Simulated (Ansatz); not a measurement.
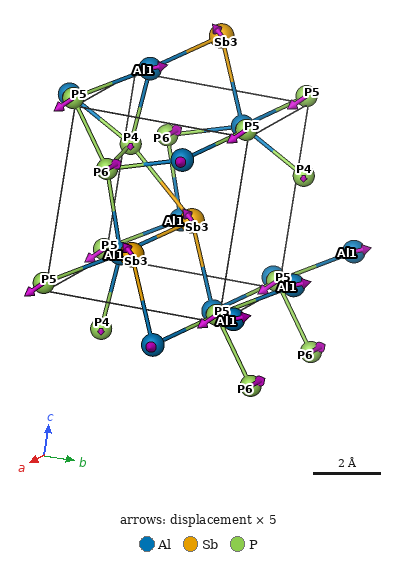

A relaxation of crystalline Al$_{2}$SbP$_{3}$ (built on the Ca2ZnGa3-8 type type). The starting structure is drawn; purple arrows show the displacements (the part carried along by the change of the cell is left out), 5 times their true length.

The picture is a ball-and-stick view of the cell of the calculation, reduced to other axes, seen slightly off an axis. Lengths and directions refer to the drawn axes.

Case: shaken.

The calculation used Ansatz 0.2.0, DFT, PBEsol, plane waves, PAW. Set-up: plane-wave cutoff 420 eV; k-point mesh 4 × 4 × 4; occupations fermi dirac; smearing width 0.05 eV; no spin polarisation; cell and atoms relaxed; force threshold 0.01 eV/Å; at most 120 steps.

Describe the change and its energy.

Answer. A P atom moves most relative to the cell: 0.16 Å along [−3 1 1]. Largest moves by element: P 0.16 Å, Al 0.13 Å, Sb 0.11 Å. The drawn cell changes as follows: a 4.771 → 4.859 Å (+1.9 %), b 5.309 → 5.347 Å (+0.7 %), c 5.675 → 5.608 Å (−1.2 %), α 90.1° → 88.6°, β 114.3° → 116.9°, γ 116.7° → 118.0°; the volume changes by −2.2 %. Among the contacts that change: Al–P 2.844 → 3.164 Å, P–Sb 2.948 → 2.780 Å, P–P 2.310 → 2.175 Å, Al–P 2.726 → 2.636 Å. Among the angles between lasting bonds that change: P–Al–P 117.9° → 109.2°, Al–P–P 91.3° → 98.8°, P–Al–P 125.6° → 132.7°. The space group stays P1 (No. 1). Over 9 accepted moves (10 points after the start) the energy falls by 24.5 meV per atom. Largest force component: 0.82 eV/Å at the start, 0.0058 eV/Å at the end. Pressure: −2.49 GPa at the start and −0.01 GPa at the end. The SCF was repeated once at an unchanged geometry on a basis and grid sized afresh for the cell, which shifted the energy by less than 0.05 meV per atom at most.
